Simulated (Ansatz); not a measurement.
## Work function of Ca(100): what the settings cost and change: run, setting 1 layer

Ansatz 0.2.0; plane-wave DFT, PBE, Ansatz PAW.

A work function rests on the faint tail of the density, so the SCF threshold is tight. The slab grows from one layer, at fixed mesh and 18 Å of vacuum; then the vacuum is varied on one slab.

File input.yaml:

```yaml
crystal:
  lattice:
    - [3.945655839, 0.0, 0.0]
    - [0.0, 3.945655839, 0.0]
    - [0.0, 0.0, 18.0]
  atoms:
    - { symbol: Ca, position: [0.5, 0.5, 0.5] }
kpoints:
  mp_grid: { grid: [10, 10, 1] }
hamiltonian:
  xc: pbe
scf:
  occupations: { method: fermi_dirac, width: 0.1 }
  convergence: { dr2_threshold: 1.0e-09 }
efield:
  axis: 3
  dipole_correction: true
  ramp_position: 0.97
  ramp_width: 0.06
output:
  write_potential: true
  write_density: true
  volumetric_format: npy
  elf: true
```

Launch:

```bash
> ansatz run input.yaml --threads 2 --pin off --max-ram 3072MiB --backend cpu --events-out ev --progress --plain --runs-dir out
```

Before running it: what should come out for the work function, upper face; and electron's electrostatic potential energy less the Fermi level against z?

In the vacuum the potential turns flat, and its height over the Fermi level, 2.72 eV, is the work function of the face beside that plateau.

Numbers from this step:

| Property | Result |
| --- | --- |
| work function, upper face | 2.716 eV |

Running mean over 2.79 Å of the planar mean; the ramp of the sawtooth is left out. The electron's electrostatic potential energy less the Fermi level by z:

| z (Å) | electron's electrostatic potential energy less the Fermi level (eV) |
| --- | --- |
| 3 | 2.72 |
| 4 | 2.71 |
| 5 | 2.68 |
| 6 | 2.49 |
| 7 | 1.42 |
| 8 | -1.93 |
| 9 | -3.19 |
| 10 | -1.93 |
| 11 | 1.42 |
| 12 | 2.49 |
| 13 | 2.68 |
| 14 | 2.71 |
| 15 | 2.72 |

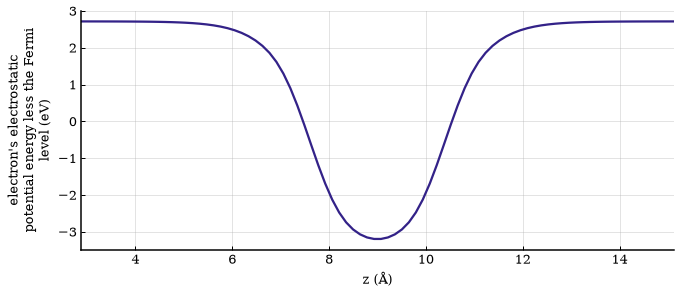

Electron's electrostatic potential energy less the Fermi level against z.

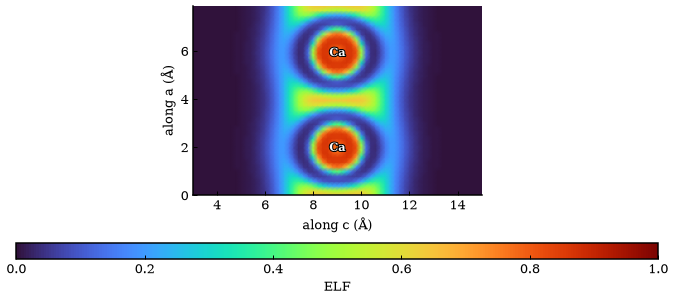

ELF in the ca plane at fractional y = 0.500, with atoms of Ca within 0.2 Å of it. It is the smooth field of the valence electrons, not physical close to the nuclei. The far vacuum is left out of the map.

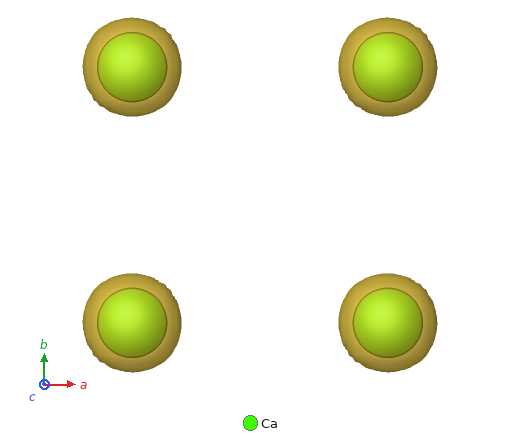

Surface of ELF = 0.79. 2×2×1 cells are drawn.

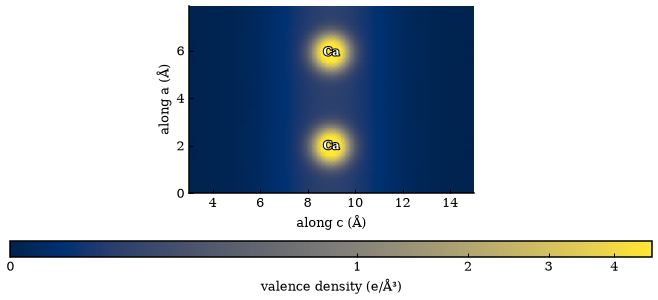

Valence density in the ca plane at fractional y = 0.500, with atoms of Ca within 0.2 Å of it. The colour scale is stretched toward low values.

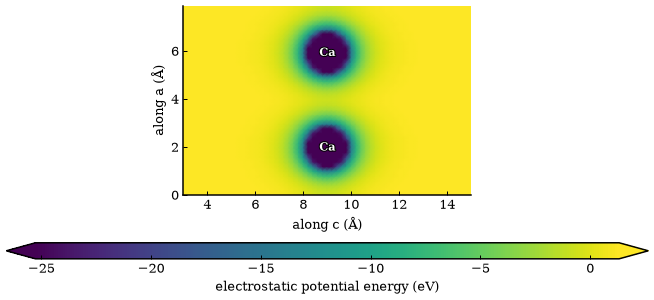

Electrostatic potential energy in the ca plane at fractional y = 0.500, with atoms of Ca within 0.2 Å of it. With pseudopotentials it is smooth inside the atoms' cores, unlike the true potential.

[Logs are printed without paths, hosts, clocks, repeated set-up lines and the standing remarks that a program may print on its own settings, such as how far it seeks lower states.]

[Hosts, paths, dates, database ids (printed as entryN), source tags and the programs' standing remarks are cut or masked in the printed files.]

[Maps of the electrostatic potential energy from Ansatz leave out the sawtooth potential of an applied field or a dipole correction, so their vacuum need not be flat; planar profiles and work functions include it.]
